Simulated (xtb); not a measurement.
Energy and gradient calculation of CH4AlCl

System: CH4AlCl, SMILES [CH3][AlH][Cl].
Method: GFN2-xTB (xtb 6.7.1).

The geometry comes from this level: PBE0-D4/def2-TZVP.

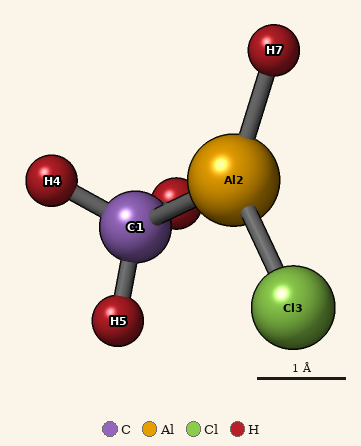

Fig. 1: The structure as given in the input (ball-and-stick view, seen at a tilt; atoms are numbered from 1 in the order of the input). Sticks mark near contacts.

Results in brief:

```json
{"quantity": "outcome", "value": "converged"}
{"quantity": "electrons treated", "value": "18"}
{"quantity": "total energy", "value": "−9.854370 hartree"}
{"quantity": "dispersion energy", "value": "−0.002900 hartree"}
{"quantity": "basis functions", "value": "28"}
{"quantity": "largest force", "value": "1.726 eV/Å"}
{"quantity": "HOMO", "value": "−10.80 eV"}
{"quantity": "LUMO", "value": "−6.17 eV"}
{"quantity": "dipole moment", "value": "2.25 D"}
{"quantity": "hardware", "value": "1 thread of Intel Xeon (Sapphire Rapids), 16 GiB of memory available, shared host"}
{"quantity": "peak memory", "value": "0.068 GiB"}
```

Input (struc.tmol):
```
$coord
     -1.345862945958      0.988326763179     -0.539516808581  c
      1.619684261417     -0.957524227348      0.373409882226  al
      1.314682464902     -3.794759030861      3.144315298765  cl
     -1.018184435948      3.005231455992     -0.212405216408  h
     -3.020538237602      0.426511186328      0.524776944809  h
     -1.761413720764      0.781968670370     -2.555854583556  h
      4.327283852781     -0.578256194135     -0.821274973762  h
$end
```

Launch command:
```bash
xtb struc.tmol --grad --gfn 2 > out.txt 2> xtb.err
```

Output:
```
* xtb version 6.7.1
   ID    Z sym.   atoms
    1    6 c      1
    2   13 al     2
    3   17 cl     3
    4    1 h      4-7

           -------------------------------------------------
          |                Calculation Setup                |
           -------------------------------------------------

          program call               : xtb struc.tmol --grad --gfn 2
          coordinate file            : struc.tmol
          omp threads                :                     1

           -------------------------------------------------
          |                 G F N 2 - x T B                 |
           -------------------------------------------------

      * Hamiltonian:
        H0-scaling (s, p, d)           1.850000    2.230000    2.230000
        zeta-weighting                 0.500000
      * Dispersion:
        s8                             2.700000
        a1                             0.520000
        a2                             5.000000
        s9                             5.000000
      * Repulsion:
        kExp                           1.500000    1.000000
        rExp                           1.000000
      * Coulomb:
        alpha                          2.000000
        third order                    shell-resolved
        anisotropic                    true
        a3                             3.000000
        a5                             4.000000
        cn-shift                       1.200000
        cn-exp                         4.000000
        max-rad                        5.000000

          ...................................................
          :                      SETUP                      :
          :.................................................:
          :  # basis functions                  28          :
          :  # atomic orbitals                  26          :
          :  # shells                           12          :
          :  # electrons                        18          :
          :  max. iterations                   250          :
          :  Hamiltonian                  GFN2-xTB          :
          :  restarted?                      false          :
          :  GBSA solvation                  false          :
          :  PC potential                    false          :
          :  electronic temp.          300.0000000     K    :
          :  accuracy                    1.0000000          :
          :  -> integral cutoff          0.2500000E+02      :
          :  -> integral neglect         0.1000000E-07      :
          :  -> SCF convergence          0.1000000E-05 Eh   :
          :  -> wf. convergence          0.1000000E-03 e    :
          :  Broyden damping             0.4000000          :
          :  net charge                          0          :
          :  unpaired electrons                  0          :
          ...................................................

 iter      E             dE          RMSdq      gap      omega  full diag
   1     -9.8757722 -0.987577E+01  0.180E+01    4.74       0.0  T
   2     -9.9188554 -0.430831E-01  0.110E+01    4.62       1.0  T
   3     -9.9075227  0.113327E-01  0.486E+00    4.23       1.0  T
   4     -9.9275253 -0.200026E-01  0.144E+00    4.54       1.0  T
   5     -9.9290364 -0.151103E-02  0.928E-01    4.59       1.0  T
   6     -9.9291762 -0.139867E-03  0.237E-01    4.60       1.0  T
   7     -9.9292122 -0.360139E-04  0.681E-02    4.63       1.0  T
   8     -9.9291984  0.138320E-04  0.785E-02    4.61       1.0  T
   9     -9.9292134 -0.150071E-04  0.294E-02    4.63       1.3  T
  10     -9.9292143 -0.844399E-06  0.269E-02    4.62       1.4  T
  11     -9.9292156 -0.136190E-05  0.884E-03    4.62       4.3  T
  12     -9.9292159 -0.276674E-06  0.220E-03    4.62      17.2  T
  13     -9.9292159 -0.866988E-08  0.627E-04    4.62      60.3  T
  14     -9.9292159 -0.972289E-09  0.199E-04    4.62     190.0  T

   *** convergence criteria satisfied after 14 iterations ***

         #    Occupation            Energy/Eh            Energy/eV
      -------------------------------------------------------------
         1        2.0000           -1.0401089             -28.3028
       ...           ...                  ...                  ...
         3        2.0000           -0.5016944             -13.6518
         4        2.0000           -0.4760675             -12.9545
         5        2.0000           -0.4759316             -12.9508
         6        2.0000           -0.4350220             -11.8376
         7        2.0000           -0.4349341             -11.8352
         8        2.0000           -0.4241989             -11.5430
         9        2.0000           -0.3967258             -10.7955 (HOMO)
        10                         -0.2269203              -6.1748 (LUMO)
        11                         -0.1898069              -5.1649
        12                         -0.1338884              -3.6433
        13                         -0.1052585              -2.8642
        14                         -0.0738869              -2.0106
       ...                                ...                  ...
        26                          1.0248149              27.8866
      -------------------------------------------------------------
                  HL-Gap            0.1698055 Eh            4.6206 eV
             Fermi-level           -0.3118231 Eh           -8.4851 eV

 SCC (total)                   0 d,  0 h,  0 min,  0.004 sec
 SCC setup                      ...        0 min,  0.000 sec (  1.748%)
 Dispersion                     ...        0 min,  0.000 sec (  0.582%)
 classical contributions        ...        0 min,  0.000 sec (  0.519%)
 integral evaluation            ...        0 min,  0.001 sec ( 16.163%)
 iterations                     ...        0 min,  0.002 sec ( 54.832%)
 molecular gradient             ...        0 min,  0.001 sec ( 24.559%)
 printout                       ...        0 min,  0.000 sec (  1.398%)

         :::::::::::::::::::::::::::::::::::::::::::::::::::::
         ::                     SUMMARY                     ::
         :::::::::::::::::::::::::::::::::::::::::::::::::::::
         :: total energy              -9.854370244773 Eh    ::
         :: gradient norm              0.042283432465 Eh/a0 ::
         :: HOMO-LUMO gap              4.620643587057 eV    ::
         ::.................................................::
         :: SCC energy                -9.929214391192 Eh    ::
         :: -> isotropic ES            0.032136635843 Eh    ::
         :: -> anisotropic ES          0.002792531698 Eh    ::
         :: -> anisotropic XC         -0.004347317871 Eh    ::
         :: -> dispersion             -0.002899638938 Eh    ::
         :: repulsion energy           0.074844146419 Eh    ::
         :: add. restraining           0.000000000000 Eh    ::
         :: total charge               0.000000000000 e     ::
         :::::::::::::::::::::::::::::::::::::::::::::::::::::

           -------------------------------------------------
          |                Property Printout                |
           -------------------------------------------------

    * Orbital Energies and Occupations

         #    Occupation            Energy/Eh            Energy/eV
      -------------------------------------------------------------
         1        2.0000           -1.0401089             -28.3028
         2        2.0000           -0.5872812             -15.9807
         3        2.0000           -0.5016944             -13.6518
         4        2.0000           -0.4760675             -12.9545
         5        2.0000           -0.4759316             -12.9508
         6        2.0000           -0.4350220             -11.8376
         7        2.0000           -0.4349341             -11.8352
         8        2.0000           -0.4241989             -11.5430
         9        2.0000           -0.3967258             -10.7955 (HOMO)
        10                         -0.2269203              -6.1748 (LUMO)
        11                         -0.1898069              -5.1649
        12                         -0.1338884              -3.6433
        13                         -0.1052585              -2.8642
        14                         -0.0738869              -2.0106
        15                         -0.0219647              -0.5977
        16                          0.0320925               0.8733
        17                          0.0347957               0.9468
        18                          0.0366249               0.9966
        19                          0.0532428               1.4488
        20                          0.0599768               1.6321
       ...                                ...                  ...
        26                          1.0248149              27.8866
      -------------------------------------------------------------
                  HL-Gap            0.1698055 Eh            4.6206 eV
             Fermi-level           -0.3118231 Eh           -8.4851 eV

     #   Z          covCN         q      C6AA      α(0)
     1   6 c        3.614    -0.220    25.472     7.284
     2  13 al       2.484     0.341    96.730    20.252
     3  17 cl       0.768    -0.209   105.547    15.715
     4   1 h        0.924     0.064     2.149     2.292
     5   1 h        0.925     0.086     1.918     2.166
     6   1 h        0.924     0.064     2.147     2.291
     7   1 h        0.873    -0.127     6.655     4.039

 Mol. C6AA /au·bohr⁶  :       1003.797696
 Mol. C8AA /au·bohr⁸  :      44474.978053
 Mol. α(0) /au        :         54.039571

Wiberg/Mayer (AO) data.
largest (>0.10) Wiberg bond orders for each atom

 ---------------------------------------------------------------------------
     #   Z sym  total        # sym  WBO       # sym  WBO       # sym  WBO
 ---------------------------------------------------------------------------
     1   6 c    3.933 --     2 al   1.078     6 h    0.919     4 h    0.919
                             5 h    0.906
     2  13 al   3.489 --     3 cl   1.295     1 c    1.078     7 h    0.883
     3  17 cl   1.386 --     2 al   1.295
     4   1 h    0.996 --     1 c    0.919
     5   1 h    0.993 --     1 c    0.906
     6   1 h    0.996 --     1 c    0.919
     7   1 h    0.984 --     2 al   0.883
 ---------------------------------------------------------------------------

Topologies differ in total number of bonds
Writing topology from bond orders to xtbtopo.mol

molecular dipole:
                 x           y           z       tot (Debye)
 q only:       -0.415       0.601      -0.438
   full:       -0.485       0.608      -0.423       2.251
molecular quadrupole (traceless):
                xx          xy          yy          xz          yz          zz
 q only:        0.818       1.089      -0.855      -0.293       3.409       0.038
  q+dip:        1.276       0.332      -0.873      -0.229       2.106      -0.402
   full:       -1.547       1.404       0.396       1.032       4.840       1.151

           -------------------------------------------------
          | TOTAL ENERGY               -9.854370244773 Eh   |
          | GRADIENT NORM               0.042283432465 Eh/α |
          | HOMO-LUMO GAP               4.620643587057 eV   |
           -------------------------------------------------

------------------------------------------------------------------------
------------------------------------------------------------------------
 total:
 *  cpu-time:     0 d,  0 h,  0 min,  0.011 sec
 * ratio c/w:     1.000 speedup
 SCF:
 *  cpu-time:     0 d,  0 h,  0 min,  0.004 sec
 * ratio c/w:     1.000 speedup
```

Standard error:
```
normal termination of xtb
```
